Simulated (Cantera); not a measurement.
Charge: 1 mol MgCl2, 10 mol H2O, 1.2 mol H2, at 1725 K.

Cantera equilibrium calculation (NASA polynomials, part measured and part estimated; ideal gas, pure solids and liquids). Candidate condensed phases: H2O, Mg, MgCl2, MgO, Mg(OH)2; 22 gas species. Rates play no part.

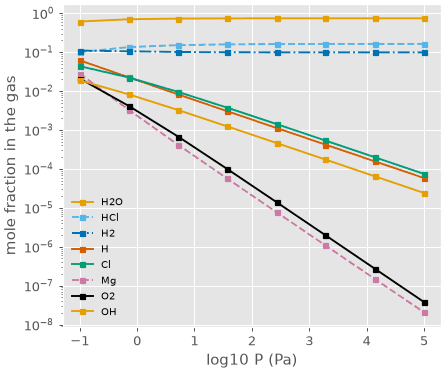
Figure: Equilibrium gas composition (values under 1e-9 drawn at 1e-9)

From 0.100 Pa to 100000 Pa the condensed part is MgO(s). The main Mg-bearing gas is Mg at 0.100 Pa and MgCl2 at 100000 Pa.
